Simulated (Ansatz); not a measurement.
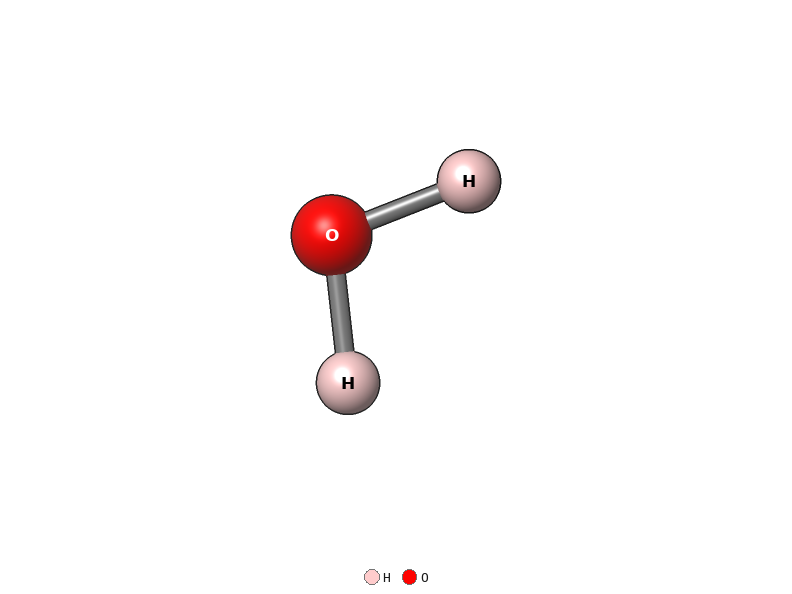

All atoms lie in one plane, which faces the viewer. Computed geometry: PBE0-D4/def2-TZVP optimisation.

Question: Which symmetry elements does this geometry have?

Answer: It has 1 C2 axis and 2 mirror planes, so the point group is C2v. The group has 4 operations. The geometry is achiral, and symmetry allows a dipole moment.
